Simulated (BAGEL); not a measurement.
# B3LYP/def2-TZVPP (density fitting with qzvpp-jkfit) run of BHO2 (oxoborinic acid)

What is the energy change on altering one bond length of BHO2 (oxoborinic acid) at B3LYP/def2-TZVPP (density fitting with qzvpp-jkfit)? 

The results are computed with BAGEL 1.2.2.

1 further run of the same task is left out (set aside as unsound or not needed). Runs told in other sessions of the task aren't counted.

## 1. The molecule

The species is BHO2 (4 atoms), meant as a singlet with charge 0. As SMILES, `O=BO`. The coordinates come from a PBE0-D4/def2-TZVP relaxation.

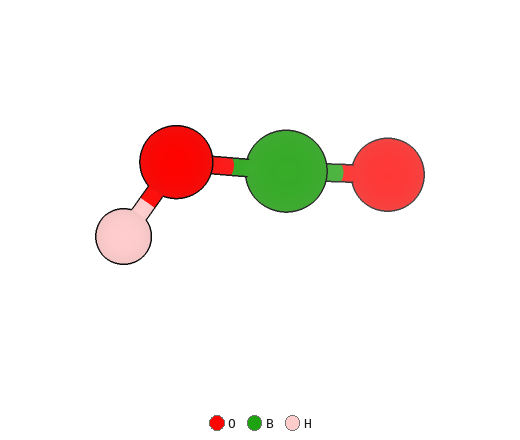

The structure, seen from a chosen angle (oxygen red, boron green, hydrogen pink).

## 2. A single-point energy at B3LYP/def2-TZVPP (density fitting with qzvpp-jkfit)

File calc.json:

```json
{ "bagel" : [

{
  "title" : "molecule",
  "basis" : "tzvpp",
  "df_basis" : "qzvpp-jkfit",
  "angstrom" : true,
  "geometry" : [
    { "atom" : "O", "xyz" : [   -1.555100,    0.523500,    0.428500 ] },
    { "atom" : "B", "xyz" : [   -0.423900,    0.132000,    0.248600 ] },
    { "atom" : "O", "xyz" : [    0.816700,   -0.302000,    0.108600 ] },
    { "atom" : "H", "xyz" : [    1.162300,   -0.353500,   -0.785700 ] }
  ]
},
{
  "title" : "ks",
  "xc_func" : "b3lyp"
},
{
  "title" : "print",
  "file" : "orbitals.molden",
  "orbitals" : true
}

]}
```

On the command line:

```sh
$ BAGEL_NUM_THREADS=1 BAGEL calc.json > calc.out
```

Output:

```text
* using 1 threads per process

  ===============================================================
  ===============================================================

  *** Geometry ***

  { "atom" : "O", "xyz" : [     -2.938713,      0.989272,      0.809748 ] },
  { "atom" : "B", "xyz" : [     -0.801055,      0.249444,      0.469786 ] },
  { "atom" : "O", "xyz" : [      1.543339,     -0.570697,      0.205224 ] },
  { "atom" : "H", "xyz" : [      2.196429,     -0.668018,     -1.484758 ] },

  Number of auxiliary basis functions:      247

  Since a DF basis is specified, we compute 2- and 3-index integrals:
    o Being stored without compression. Storage requirement is 0.023 GB

  Number of basis functions:      107
  Number of electrons      :       22

    * METHOD: MOLECULE                             0.10

  *** Kohn-Sham DFT ***

    * Removing 5763 points whose weight is below 1.00e-10
    * Grid points: 53861

  === Nuclear Repulsion ===
    54.0055765754

       - DIIS with orbital gradients will be used.

  === KS iteration (b3lyp / tzvpp) ===
      0       -151.99222506          0.19129500           0.20
      1       -156.77847884          0.15957550           0.21
      2       -163.45295986          0.15685159           0.20
      3       -175.62234493          0.03656859           0.20
      4       -175.90408955          0.02551945           0.20
      5       -175.87129456          0.02540034           0.20
      6       -176.03928834          0.01031885           0.20
      7       -176.06737332          0.00254342           0.21
      8       -176.06930330          0.00022410           0.21
      9       -176.06931623          0.00005552           0.20
     10       -176.06931699          0.00000937           0.22
     11       -176.06931701          0.00000103           0.20
     12       -176.06931701          0.00000039           0.20
     13       -176.06931701          0.00000005           0.20
     14       -176.06931701          0.00000001           0.20
     15       -176.06931701          0.00000000           0.20
    * SCF iteration converged.

    * Permanent dipole moment:
           (   -1.235264,     0.379559,     0.787472) a.u.

    * METHOD: KS                                   3.53

    * METHOD: PRINT                                0.03

  ===============================================================
```

It took 3.9 s on 1 thread of Arm Neoverse V1, shared host; peak memory 0.28 GiB.

## 3. The distorted shape at the same level

File dft.json:

```json
{ "bagel": [

{
  "title": "molecule",
  "basis": "tzvpp",
  "df_basis": "qzvpp-jkfit",
  "angstrom": "true",
  "geometry": [
    { "atom": "O", "xyz": [      -1.831563,       0.564697,       1.143896 ] },
    { "atom": "B", "xyz": [      -0.700363,       0.173197,       0.963996 ] },
    { "atom": "O", "xyz": [       0.540237,      -0.260803,       0.823996 ] },
    { "atom": "H", "xyz": [       1.162300,      -0.353500,      -0.785700 ] }
  ]
},

{
  "title": "ks",
  "xc_func": "b3lyp"
},

{
  "title": "print",
  "file": "orbitals.molden",
  "orbitals": "true"
}

]}
```

On the command line:

```sh
$ BAGEL_NUM_THREADS=1 BAGEL dft.json > dft.out
```

Output:

```text
* using 1 threads per process

  ===============================================================
  ===============================================================

  *** Geometry ***

  { "atom" : "O", "xyz" : [     -3.461152,      1.067123,      2.161650 ] },
  { "atom" : "B", "xyz" : [     -1.323494,      0.327295,      1.821688 ] },
  { "atom" : "O", "xyz" : [      1.020900,     -0.492846,      1.557127 ] },
  { "atom" : "H", "xyz" : [      2.196429,     -0.668018,     -1.484758 ] },

  Number of auxiliary basis functions:      247

  Since a DF basis is specified, we compute 2- and 3-index integrals:
    o Being stored without compression. Storage requirement is 0.023 GB

  Number of basis functions:      107
  Number of electrons      :       22

    * METHOD: MOLECULE                             0.10

  *** Kohn-Sham DFT ***

    * Removing 5076 points whose weight is below 1.00e-10
    * Grid points: 54548

  === Nuclear Repulsion ===
    51.4931152011

       - DIIS with orbital gradients will be used.

  === KS iteration (b3lyp / tzvpp) ===
      0       -151.82771968          0.17942755           0.19
      1       -155.47364644          0.14099679           0.20
      2       -162.67578487          0.14717049           0.20
      3       -175.06482079          0.04520382           0.19
      4       -175.43333573          0.03897734           0.19
      5       -175.53473305          0.03492093           0.20
      6       -175.62582963          0.03087402           0.20
      7       -175.90576991          0.00798282           0.20
      8       -175.91532941          0.00539989           0.20
      9       -175.92777235          0.00056958           0.20
     10       -175.92787704          0.00005625           0.20
     11       -175.92787815          0.00002170           0.20
     12       -175.92787831          0.00000669           0.20
     13       -175.92787832          0.00000110           0.20
     14       -175.92787832          0.00000064           0.20
     15       -175.92787832          0.00000015           0.20
     16       -175.92787832          0.00000009           0.20
     17       -175.92787832          0.00000002           0.20
     18       -175.92787832          0.00000002           0.20
     19       -175.92787832          0.00000000           0.20
    * SCF iteration converged.

    * Permanent dipole moment:
           (   -1.286678,     0.371175,     1.118268) a.u.

    * METHOD: KS                                   4.23

    * METHOD: PRINT                                0.03

  ===============================================================
```

Run time: 4.5 s. Hardware: 1 thread of Arm Neoverse V1, shared host; peak memory 0.28 GiB.

## 4. Outcome

At B3LYP/def2-TZVPP (density fitting with qzvpp-jkfit):

| quantity | value |
| --- | --- |
| first shape: total energy | -176.06932 Eh |
| first shape: dipole moment | 3.85 D |
| first shape: HOMO energy | -9.12 eV |
| first shape: LUMO energy | -0.88 eV |
| first shape: HOMO–LUMO gap | 8.24 eV |
| distorted shape: total energy | -175.92788 Eh |
| distorted shape: dipole moment | 4.43 D |
| distorted shape: HOMO energy | -8.91 eV |
| distorted shape: LUMO energy | -5.68 eV |
| distorted shape: HOMO–LUMO gap | 3.23 eV |
| energy change with the O3–H4 bond stretched from 0.960 to 1.728 Å | 3.849 eV |

**Reading.** With the O3–H4 bond stretched from 0.960 to 1.728 Å the energy rises by 3.85 eV (89 kcal/mol). The first shape isn't relaxed at this level, so the change isn't measured from a minimum. A restricted reference can't describe the breaking bond well at this length.
